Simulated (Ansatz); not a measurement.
# What a change does: single-point calculation on H2Cl

System: H2Cl, multiplicity 2.
Method of the first run: UKS PBE0-D4/def2-SVPD (Ansatz 0.2.0).

Text and figures count atoms from 1; the logs count them from 0 in places.

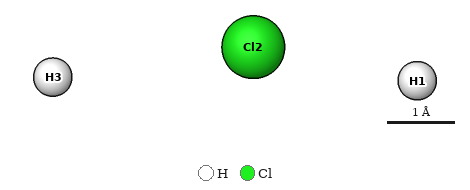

Fig. 1: The structure (ball-and-stick view, seen on its broad side; atoms are numbered from 1 in the order of the input).

### Input file, the first run
```yaml
crystal:
  periodic: [false, false, false]
  atoms:
    - { symbol: H, position_ang: [-2.539, 0.0, 0.0] }
    - { symbol: Cl, position_ang: [0.0, 0.0, 0.0] }
    - { symbol: H, position_ang: [2.896133, 1.054106, 0.0] }
magnetization:
  spin_polarized: true
  initial_magnetization: 1
basis:
  gaussian: { orbitals: def2-SVPD }
hamiltonian:
  xc: pbe0
  dispersion: d4
output:
  forces: true
```

Launched with:
```bash
ansatz run input.yaml --threads 1 --pin off --max-ram 2560MiB --backend cpu --events-out ev --progress --plain --runs-dir out
```

Hardware: 1 thread of Arm Neoverse V1, 24 GiB of memory available, shared host.

### Output (the first run)
```
Engine: ansatz 0.2.0, aarch64-unknown-linux-gnu
Functional definition: PBE0
  parameter a = 0.25
  parameter kappa = 0.804
  parameter beta = 0.06672455060314922
  exchange = (1 - a)*pbe_x(kappa = kappa, mu = beta*pi^2/3) + a*exact_x
  correlation = pbe_c(beta = beta)
403 factors; integrals over basis functions are off by at most 6.1e-4 eV
mean field evaluation 1: about -12537.2763 eV, gradient 1.5e1 eV
mean field evaluation 2: about -12523.9056 eV, gradient 3.9e1 eV
mean field evaluation 4: about -12540.1034 eV, gradient 5.1e0 eV
mean field evaluation 8: about -12539.8221 eV, gradient 6.4e0 eV
mean field evaluation 16: about -12540.8115 eV, gradient 6.1e-5 eV
mean field evaluation 32: about -12540.8115 eV, gradient 4.5e-3 eV
mean field evaluation 64: about -12540.7144 eV, gradient 7.2e-6 eV
mean field evaluation 96: about -12540.4655 eV, gradient 3.3e0 eV
mean field -12540.81153186 eV, -460.8663233286 hartree, gradient 1.9e-5 eV, S^2 1.438497; 9 other end points of the search recorded, 0 dependent functions left out
the calculation of the forces begins
reference -12540.81156483 eV, -460.8663245401 hartree; 10, 9 occupied and 33, 34 virtual orbitals, 403 factors
Total energy: -12540.82419457 eV, -460.8667886746 hartree
Atom 0 at    -2.539000     0.000000     0.000000 Å, force     1.046856    -0.018012    -0.000000 eV/Å
Atom 1 at     0.000000     0.000000     0.000000 Å, force    -0.854189     0.103926    -0.000000 eV/Å
Atom 2 at     2.896133     1.054106     0.000000 Å, force    -0.192667    -0.085914     0.000000 eV/Å
Dipole moment:    -0.191238     0.037531    -0.000000 e Å
```

For the second run the input was changed thus:
```diff
-    - { symbol: H, position_ang: [-2.539, 0.0, 0.0] }
+    - { symbol: H, position_ang: [-1.336, 0.0, 0.0] }
-    - { symbol: H, position_ang: [2.896133, 1.054106, 0.0] }
+    - { symbol: H, position_ang: [3.255095, 1.184758, 0.0] }
```

What does this change do to the results?

On the same kind of shared host the second run took about 66 times as long.

### Output (the second run)
```
Engine: ansatz 0.2.0, aarch64-unknown-linux-gnu
Functional definition: PBE0
  parameter a = 0.25
  parameter kappa = 0.804
  parameter beta = 0.06672455060314922
  exchange = (1 - a)*pbe_x(kappa = kappa, mu = beta*pi^2/3) + a*exact_x
  correlation = pbe_c(beta = beta)
405 factors; integrals over basis functions are off by at most 1.2e-3 eV
mean field evaluation 1: about -12544.4793 eV, gradient 6.7e0 eV
mean field evaluation 2: about -12544.5935 eV, gradient 6.1e0 eV
mean field evaluation 4: about -12544.7818 eV, gradient 4.6e-1 eV
mean field evaluation 8: about -12544.7878 eV, gradient 7.8e-3 eV
mean field evaluation 16: about -12544.7878 eV, gradient 1.7e-5 eV
mean field -12544.78781893 eV, -461.0124491829 hartree, gradient 1.7e-5 eV, S^2 0.750014; 0 other end points of the search recorded, 0 dependent functions left out
the calculation of the forces begins
reference -12544.78785260 eV, -461.0124504203 hartree; 10, 9 occupied and 33, 34 virtual orbitals, 405 factors
Total energy: -12544.79839533 eV, -461.0128378586 hartree
Atom 0 at    -1.336000     0.000000     0.000000 Å, force     1.352063    -0.001974     0.000000 eV/Å
Atom 1 at     0.000000     0.000000     0.000000 Å, force    -1.350856     0.003223     0.000000 eV/Å
Atom 2 at     3.255095     1.184758     0.000000 Å, force    -0.001207    -0.001250     0.000000 eV/Å
Dipole moment:    -0.253534     0.002360    -0.000000 e Å
```

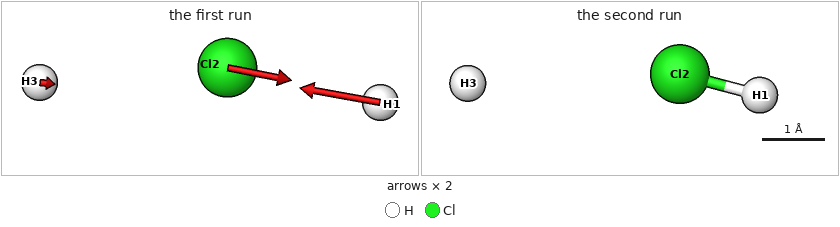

Fig. 2: The two input geometries at one scale (ball-and-stick view, seen at a tilt). The red arrows on the first give the shifts of the atoms after the best rigid fit, magnified 2 times. H1 moves most after the best rigid fit: 0.67 Å. By element the largest moves are H 0.67 Å, Cl 0.54 Å. Among the contacts that change: H1–Cl2 2.539 → 1.336 Å.

### The two runs side by side

```tsv
quantity	the first run	the second run
outcome	converged	converged
total energy (hartree)	−460.866789	–
⟨S²⟩	1.438	–
largest force (eV/Å)	1.047	–
basis functions	43	–
wall time (shared host)	4.5 s	5 min
```

For the first run: ⟨S²⟩ is 1.44 against 0.75 for a pure state: the solution is spin-contaminated.
